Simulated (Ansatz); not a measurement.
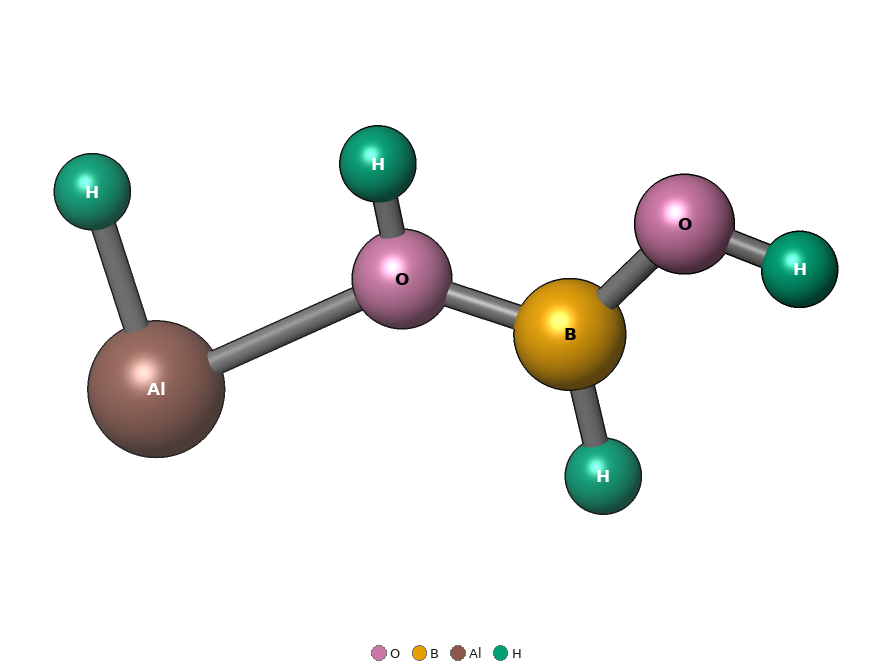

Rendered structure (ball-and-stick style).

The computed structure is the end point of a PBE0-D4/def2-TZVP optimisation. No frequency run is at hand to confirm it as a minimum.

What is the molecular formula?

AlBH4O2, 8 atoms: 1 aluminium, 1 boron, 4 hydrogen and 2 oxygen.

Count the bonded pairs by element.

2 B–O, 2 O–H, 1 Al–H, 1 B–H, 1 Al–O. Sticks follow a distance rule.

How many atoms are distinct by symmetry?

8: 1 O, 1 B, 1 Al, 1 O, 1 H, 1 H, 1 H, 1 H.

Which point group does it belong to?

Cs.

More results for the same structure follow; atom numbers are the same in all pictures, views and colours differ.

## Shape

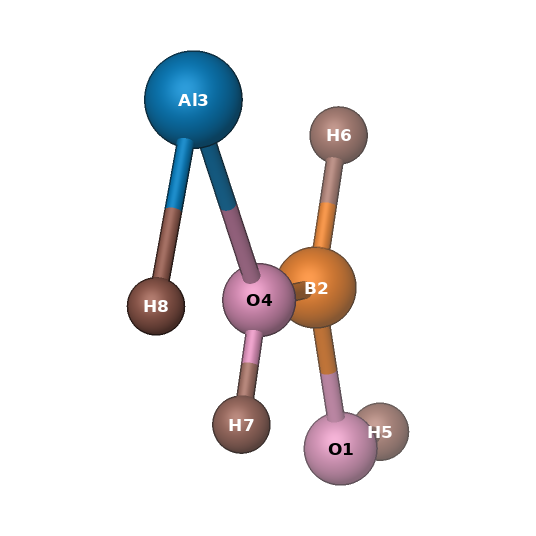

B2 lies behind O4. The molecule seen a little off the O4–B2 bond, O4 in front. Atoms fade into the background with distance from the viewer. No frequency run is at hand to confirm it as a minimum.

What is the torsion angle Al3–O4–B2–O1? The sign is positive where the front bond must turn clockwise to cover the back bond.

180°, antiperiplanar (anti).

## Electronic properties

No frequency run is at hand to confirm it as a minimum. Method: RKS PBE0-D4/def2-TZVPP (Ansatz 0.2.0).

Computed properties:

- HOMO energy (Kohn–Sham orbital): −4.94 eV
- LUMO energy (Kohn–Sham orbital): −1.05 eV
- HOMO–LUMO gap: 3.90 eV
- dispersion correction: −10.7 kJ/mol

## Dipole moment

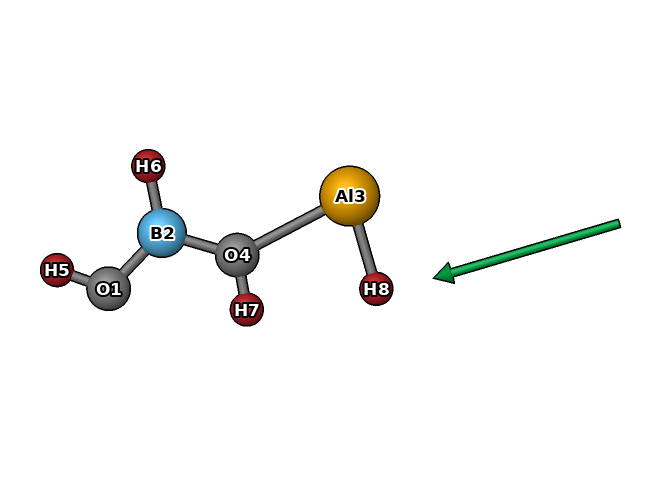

The arrow beside the molecule shows the direction of the dipole moment, from the negative to the positive end (its length means nothing). No frequency run is at hand to confirm it as a minimum. Level of theory: RKS PBE0-D4/def2-TZVP (Ansatz 0.2.0).

Estimate the dipole moment.

4.74 D; it points from the side of Al3, H8 to the side of H5 (the outermost atoms at the two ends).

## Charges

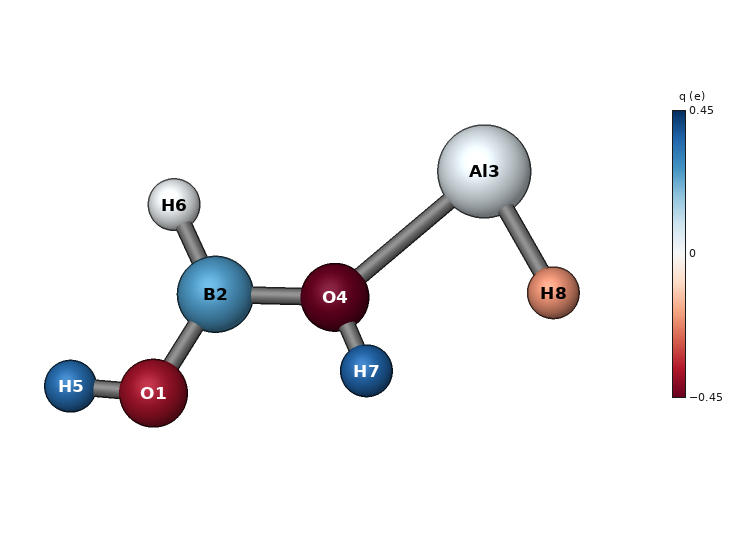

Atoms are coloured by their Mulliken charges. No frequency run is at hand to confirm it as a minimum. Level of theory: RKS PBE0-D4/def2-TZVP (Ansatz 0.2.0).

List the Mulliken charges.

| atom | value (e) |
| --- | --- |
| O1 | −0.38 |
| B2 | 0.26 |
| Al3 | 0.05 |
| O4 | −0.45 |
| H5 | 0.35 |
| H6 | 0.02 |
| H7 | 0.36 |
| H8 | −0.20 |

Mulliken values depend strongly on the basis set and can even reverse the polarity of a bond.
